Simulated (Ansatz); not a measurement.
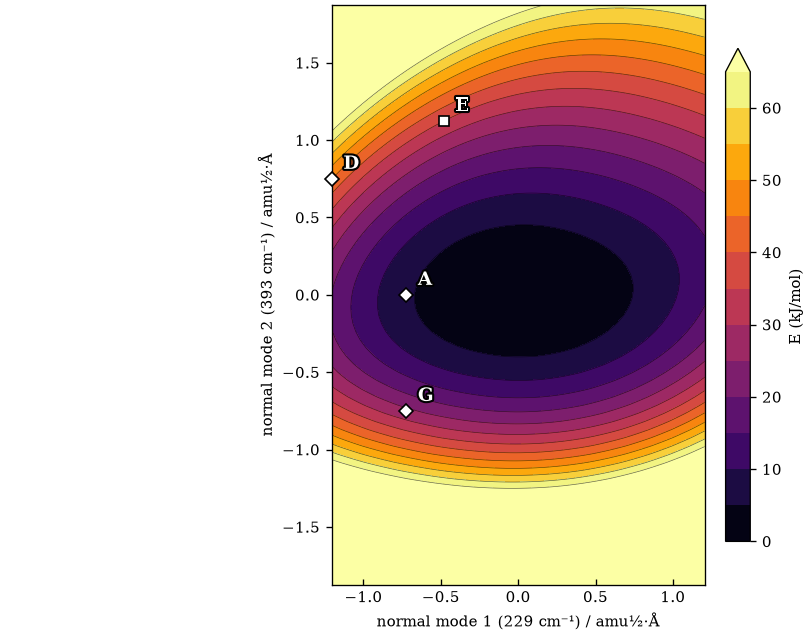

BrHOSi, SMILES O[Si]Br. Coordinates scanned: (1) normal mode 1 (229 cm⁻¹); (2) normal mode 2 (393 cm⁻¹). Nothing is relaxed (straight displacements along the two mass-weighted modes). Grid: 11 × 11 points. Energies are in kJ/mol, from the lowest grid point. All numbers below come from RKS wB97X-V/def2-SVP (Ansatz 0.2.0).

In the figure: filled contours, one colour for all values above the top of the scale, lettered points. Between grid points the surface is interpolated.

### Is D the lowest point of the computed grid?

No. D lies 45 kJ/mol above the lowest grid point, which is at normal mode 1 (229 cm⁻¹) = 0.000 amu½·Å, normal mode 2 (393 cm⁻¹) = 0.000 amu½·Å.

### What kind of point is each of E, G: minimum, saddle, maximum or slope?

E: on a slope; G: on a slope. (In these two coordinates alone; a stationary point may lie a little off the grid point.)

### Rank the lettered points by energy, lowest first.

A (6 kJ/mol), G (26 kJ/mol), E (35 kJ/mol), D (45 kJ/mol).
